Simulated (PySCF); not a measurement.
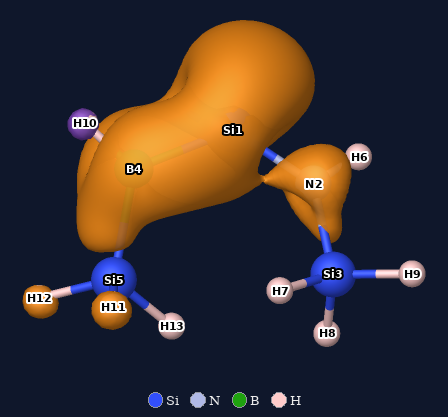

*BH8NSi3 (SMILES [SiH3]B[Si]N[SiH3]) (triplet). Isosurfaces of the spin density at +0.02 (orange) and −0.02 e/Å³ (purple), seen at a tilt.*

Geometry: PBE0-D3(BJ)/def2-SVP.

The calculation used PySCF, UKS B3LYP, IGLO-III on B N Si, pcH-1 on H, non-relativistic, mean-field spin-orbit, GIAO.

| atom | x (Å) | y (Å) | z (Å) |
| --- | --- | --- | --- |
| Si | -1.9008 | 0.2447 | 0.6791 |
| N | -0.6734 | 1.2754 | 1.3165 |
| Si | 1.0858 | 1.1172 | 1.3057 |
| B | -1.6246 | -1.0580 | -0.7093 |
| Si | 0.1320 | -1.2333 | -1.6607 |
| H | -1.0186 | 2.0578 | 1.8698 |
| H | 1.4183 | -0.3208 | 1.1099 |
| H | 1.7250 | 1.9401 | 0.2379 |
| H | 1.5855 | 1.5882 | 2.6328 |
| H | -2.5710 | -1.7615 | -0.9707 |
| H | 0.9805 | -2.3254 | -1.0759 |
| H | -0.0823 | -1.5622 | -3.1083 |
| H | 0.9566 | 0.0195 | -1.6149 |

Where is the unpaired spin?

Answer. The unpaired spin (2 electrons) lies mostly on Si1 (about 1.1), B4 (about 0.5), N2 (about 0.1) and Si5 (about 0.1), in electrons by Hirshfeld's partition.
